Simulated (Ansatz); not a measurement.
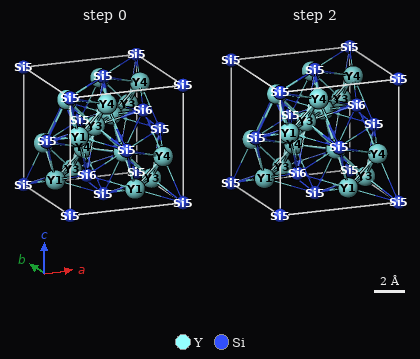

The structure of crystalline Y2Si (built on the cubic Laves (C15)_227 type) (coarse preliminary run) before (left) and after (right) a relaxation, at one scale.

Style: ball-and-stick. Shown: the conventional cell (4 times the calculation's cell), slightly off an axis. Lengths and directions refer to the drawn axes.

Case: cubic Laves (C15) type (Fd-3m, No. 227).

Theory: DFT PBE, scalar-relativistic, plane waves, PAW (Ansatz 0.2.0). Settings: plane-wave cutoff 420 eV; k-point mesh 4 × 4 × 4; occupations gaussian; smearing width 0.1 eV; no spin polarisation; cell and atoms relaxed; force threshold 0.04 eV/Å; at most 70 steps.

**Describe what moved and what it gained.**

The energy falls by 69.0 meV per atom in 1 accepted move (2 points after the start). All forces vanish by symmetry, so only the cell relaxes. The pressure goes from 7.45 to −0.20 GPa. The SCF was repeated once at an unchanged geometry on a basis and grid sized afresh for the cell, which shifted the energy by 0.3 meV per atom at most. No atom moves by more than 0.005 Å relative to the cell. Cell: a = b = c 8.200 → 8.591 Å (+4.8 %). Volume +15.0 %. Near-neighbour distances that change, for instance: Si–Y 3.399 → 3.561 Å, Y–Y 2.899 → 3.037 Å. The space group stays Fd-3m (No. 227). The run took 4.6 s on 1 thread of Intel(R) Xeon(R) 6975P-C (Granite Rapids), on a shared host, peak memory 0.47 GiB.
